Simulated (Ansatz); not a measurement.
# C2HCl2F (SMILES FC=C(Cl)Cl): PBE0/6-31G(d) (spherical functions)

What is the electronic atomisation energy of C2HCl2F at PBE0/6-31G* (spherical functions)? 

Program for the calculation: Ansatz 0.2.0.

66 further runs of the same task are left out: 66 set aside as unsound or not needed. Runs told in other sessions of the task aren't counted.

## Step 1: The structure to begin with

C2HCl2F has 6 atoms, charge 0, and is taken as a singlet. As SMILES, `FC=C(Cl)Cl`. The shape is that of a PBE0-D4/def2-TZVP optimisation.

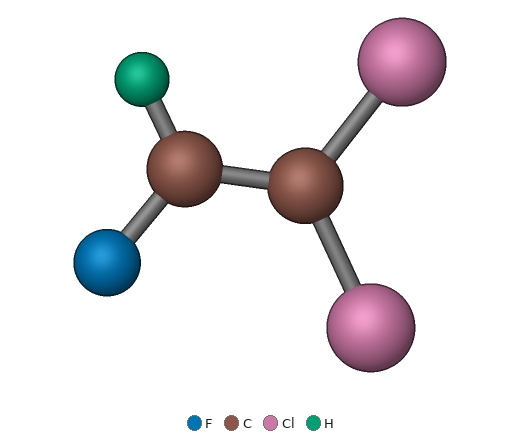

The structure, seen from a chosen angle (fluorine blue, carbon brown, chlorine pink, hydrogen teal).

## Step 2: The energy at PBE0/6-31G(d) (spherical functions)

input.yaml

```yaml
basis:
  gaussian:
    orbitals: 6-31G_st_-spherical.json
crystal:
  periodic: [false, false, false]
  atoms:
    - {symbol: F, position_ang: [0.369860, -1.453540, 1.016570]}
    - {symbol: C, position_ang: [0.335170, -0.183710, 0.639080]}
    - {symbol: C, position_ang: [-0.249490, 0.193990, -0.489960]}
    - {symbol: Cl, position_ang: [-1.002700, -0.907170, -1.549080]}
    - {symbol: Cl, position_ang: [-0.269610, 1.845290, -0.936840]}
    - {symbol: H, position_ang: [0.816790, 0.505150, 1.320220]}
output:
  orbitals: {seedname: orbitals}
hamiltonian:
  xc: {name: PBE0}
accuracy: high
```

The basis set 6-31G* is read from a file made from the Basis Set Exchange's data (not shown).

On the command line:

```bash
$ ansatz run input.yaml --threads 1 --pin off --max-ram 3480MiB --events-out events.jsonl --progress --plain --runs-dir runs
```

Standard output:

```text
Warning: RAYON_NUM_THREADS=1 ignored (pool sized by the plan → 1); use --threads N
Functional definition: PBE0
  name "PBE0"
  parameter a = 0.25
  parameter kappa = 0.804
  parameter beta = 0.06672455060314922
  exchange = (1 - a)*pbe_x(kappa = kappa, mu = beta*pi^2/3) + a*exact_x
  correlation = pbe_c(beta = beta)
1764 factors; integrals over basis functions are off by at most 5.3e-9 eV
mean field evaluation 1: about -29835.5580 eV, gradient 2.2e1 eV
mean field evaluation 2: about -29835.5539 eV, gradient 2.1e1 eV
mean field evaluation 4: about -29836.5322 eV, gradient 1.8e0 eV
mean field evaluation 8: about -29836.7603 eV, gradient 3.8e-1 eV
mean field evaluation 16: about -29836.7606 eV, gradient 1.1e-4 eV
mean field -29836.76062553 eV, -1096.4807289056 hartree, gradient 3.7e-8 eV, S^2 0.000000; 0 other end points of the search recorded, 0 dependent functions left out
reference -29836.76062728 eV, -1096.4807289697 hartree; 28, 28 occupied and 52, 52 virtual orbitals, 1764 factors
Total energy: -29836.76062728 eV, -1096.4807289697 hartree
```

Run time: 8.4 s. Hardware: 1 thread of Arm Neoverse V1, shared host; peak memory 0.26 GiB.

## Step 3: The C atom at the same level

job.yaml

```yaml
basis:
  gaussian:
    orbitals: 6-31G_st_-spherical.json
crystal:
  periodic: [false, false, false]
  atoms:
    - {symbol: C, position_ang: [0.000000, 0.000000, 0.000000]}
magnetization:
  spin_polarized: true
  initial_magnetization: 2
hamiltonian:
  xc: pbe0
accuracy: high
```

The basis set 6-31G* is read from a file made from the Basis Set Exchange's data (not shown).

On the command line:

```bash
$ ansatz run job.yaml --threads 1 --pin off --max-ram 3480MiB --events-out events.jsonl --progress --plain --runs-dir runs
```

Standard output (excerpt; [...] marks lines left out):

```text
Warning: RAYON_NUM_THREADS=1 ignored (pool sized by the plan → 1); use --threads N
[... 7 set-up lines as earlier in the session ...]
96 factors; integrals over basis functions are off by at most 1.1e-9 eV
mean field evaluation 1: about -1028.3190 eV, gradient 3.5e0 eV
mean field evaluation 2: about -1028.3822 eV, gradient 6.9e-1 eV
mean field evaluation 4: about -1028.3849 eV, gradient 2.0e-1 eV
mean field evaluation 8: about -1028.3852 eV, gradient 1.3e-5 eV
mean field -1028.38517654 eV, -37.7924581732 hartree, gradient 2.5e-8 eV, S^2 2.001901; 0 other end points of the search recorded, 0 dependent functions left out
reference -1028.38517752 eV, -37.7924582094 hartree; 4, 2 occupied and 10, 12 virtual orbitals, 96 factors
Total energy: -1028.38517752 eV, -37.7924582094 hartree
```

Wall time 0.3 s (1 thread of Arm Neoverse V1, shared host).

## Step 4: The Cl atom, same level

in.yaml

```yaml
basis:
  gaussian: {orbitals: 6-31G_st_-spherical.json}
crystal:
  periodic: [false, false, false]
  atoms:
    - {symbol: Cl, position_ang: [0.000000, 0.000000, 0.000000]}
magnetization: {spin_polarized: true, initial_magnetization: 1}
hamiltonian: {xc: pbe0}
accuracy: high
```

The basis set 6-31G* is read from a file made from the Basis Set Exchange's data (not shown).

Run the same way, it converges to -459.96500 Eh (log not shown).

## Step 5: The F atom at the same level

input.yaml

```yaml
crystal:
  periodic: [false, false, false]
  atoms:
    - {symbol: F, position_ang: [0.000000, 0.000000, 0.000000]}
basis:
  gaussian:
    orbitals: 6-31G_st_-spherical.json
magnetization:
  spin_polarized: true
  initial_magnetization: 1
hamiltonian:
  xc: {name: PBE0}
accuracy: high
```

The basis set 6-31G* is read from a file made from the Basis Set Exchange's data (not shown).

Run the same way, it converges to -99.62354 Eh (log not shown).

## Step 6: The H atom

molecule.yaml

```yaml
crystal:
  periodic: [false, false, false]
  atoms:
    - {symbol: H, position_ang: [0.000000, 0.000000, 0.000000]}
basis:
  gaussian:
    orbitals: "6-31G*"
hamiltonian:
  xc: {name: PBE0}
magnetization:
  spin_polarized: true
  initial_magnetization: 1
accuracy: high
```

Run the same way, it converges to -0.49911 Eh (log not shown).

## Step 7: What came out

At PBE0/6-31G* (spherical functions):

| quantity | value |
| --- | --- |
| molecule: total energy | -1096.48073 Eh |
| molecule: HOMO energy | -7.25 eV |
| molecule: LUMO energy | -0.06 eV |
| molecule: HOMO–LUMO gap | 7.19 eV |
| C atom: total energy | -37.79246 Eh |
| C atom: ⟨S²⟩ | 2.002 |
| Cl atom: total energy | -459.96500 Eh |
| Cl atom: ⟨S²⟩ | 0.752 |
| F atom: total energy | -99.62354 Eh |
| F atom: ⟨S²⟩ | 0.751 |
| H atom: total energy | -0.49911 Eh |
| H atom: ⟨S²⟩ | 0.750 |
| electronic atomisation energy | 22.944 eV |

Taking the molecule apart into free atoms costs 22.94 eV (529 kcal/mol), before zero-point energy and without spin-orbit coupling.
